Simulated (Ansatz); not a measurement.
## Amorphous Cu$_{24}$Hf$_{24}$

It comes from a melt-quench run on a machine-learned potential (CHGNet), relaxed afterwards by DFT. The hot cell started wider than the set density and was brought back towards it in steps. It is the lowest in DFT energy of 3 quenches. It is a model cell: composition and starting density were chosen by hand, and all elements were melted together. No dispersion term was used.

Level of theory: PBE, scalar-relativistic without spin-orbit coupling (plane waves to 420 eV, PAW; Ansatz, a program for electronic structure). Geometry, pressure, stress and energy are those of the PBE run. Its sampling: a 2×2×2 Γ-centred mesh; Fermi-Dirac width 0.1 eV; no spin polarisation.

```json
{
  "number_of_atoms_in_the_cell": "48",
  "Density (volume relaxed, without dispersion)": "11.57 g/cm³",
  "volume_per_atom": "17.37 Å³",
  "Pressure on a 2×2×2 Γ-centred mesh": "0.09 GPa",
  "Largest force and stress component on that mesh (the relaxation ran on one k-point at (1/4, 1/4, 1/4))": "0.24 eV/Å and 0.2 GPa",
  "Gap on a 2×2×2 Γ-centred mesh (PBE)": "within the smearing (under twice its width)"
}
```

Cut-offs for bonds: Cu-Cu 3.22 Å, Cu-Hf 3.54 Å, Hf-Hf 4.10 Å.

| Item | Value |
|---|---|
| Mean coordination of Cu | 10.38 (3 with 9, 11 with 10, 8 with 11, 2 with 12) |
| Mean coordination of Hf | 14.62 (3 with 13, 8 with 14, 9 with 15, 3 with 16, 1 with 17) |
| Mean Hf-Hf bond | 3.314 Å (spread 0.259 Å, 97 counted) |
| Mean Cu-Hf bond | 2.886 Å (spread 0.220 Å, 157 counted) |

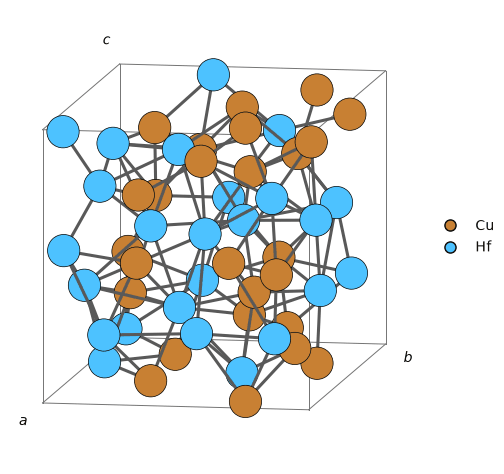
Fig. 1. The relaxed cell

Its density started from a set value of 11.58 g/cm³. The simulated quench (nominally 190 K/ps over its main leg) is rapid and tends to freeze in more defects than a deposited or slowly cooled glass has. Values belong to this one cell and scatter from quench to quench. Volume and shape were free in the relaxation. On a 2×2×2 Γ-centred mesh force components of up to 0.24 eV/Å stay, since the relaxation ran on one k-point at (1/4, 1/4, 1/4).
